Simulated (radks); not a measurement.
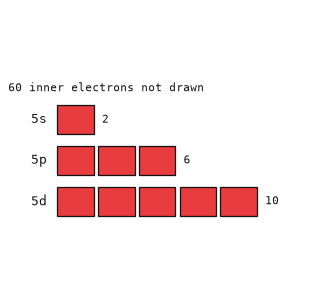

*The outer shells as the input fills them: a box for each of the 2l + 1 orbitals, shaded by the share of the shell that is filled, with the electron count at the right.*

# Au⁺: atomic calculation

The Au⁺ ion in the configuration [Xe] 4f14 5d10. Computed at this level: scalar-relativistic Kohn-Sham, SCAN, spin-polarised, spherical densities, finite nucleus (the in-house radial solver radks).

Outcome:

| quantity | value |
| --- | --- |
| outcome | converged |
| total energy | −19010.1502 hartree |
| kinetic energy | 21259.4401 hartree |
| electron–nucleus energy | −47269.8545 hartree |
| Hartree energy | 7363.7881 hartree |
| exchange–correlation energy | −363.523885 hartree |
| radius at density 0.001 e/bohr³ | 3.75 bohr |
| SCF iterations | 17 |
| hardware | 1 thread of Arm Neoverse N1, 69 GiB of memory available, shared host |

What is odd here:

A numerical setting was moved from its usual value: mixing history nhist = 2. The program ran to the end, and its total energy equals that of the same run with the usual input (−19010.15019 hartree) within 10⁻⁵ hartree, so the oddity leaves no trace in it.

The input:
```
Z 79
configuration [Xe] 4f14 5d10
relativity scalar-relativistic
functional scan,scan
spin polarised
nucleus finite rms 5.4371 fm
c 137.035999084
history 2
max_iterations 95
```

Energies in input and log are in hartree, lengths in bohr (the nuclear radius in fm).

The run was one of a batch that the task file lists, launched with:
```bash
python <driver script> task.json out
```

Output:
```
1s      1   1.0000       -2971.13782213
2s      1   1.0000        -525.53243741
2p      1   3.0000        -454.30736245
3s      1   1.0000        -124.74066125
3p      1   3.0000        -103.96134450
3d      1   5.0000         -81.70018429
4s      1   1.0000         -27.54606691
4p      1   3.0000         -20.70160459
4d      1   5.0000         -12.44777829
4f      1   7.0000          -3.32270694
5s      1   1.0000          -4.37275521
5p      1   3.0000          -2.56849032
5d      1   5.0000          -0.56890808
1s      2   1.0000       -2971.13782213
2s      2   1.0000        -525.53243741
2p      2   3.0000        -454.30736245
3s      2   1.0000        -124.74066125
3p      2   3.0000        -103.96134450
3d      2   5.0000         -81.70018429
4s      2   1.0000         -27.54606691
4p      2   3.0000         -20.70160459
4d      2   5.0000         -12.44777829
4f      2   7.0000          -3.32270694
5s      2   1.0000          -4.37275521
5p      2   3.0000          -2.56849032
5d      2   5.0000          -0.56890808
Etot -19010.150188406562
Ekin 21259.440079699612
Encl -47269.854502018934
Eh 7363.788118807821
Exc -363.52388489506245
err 5.104862637249583e-06
it 17
```
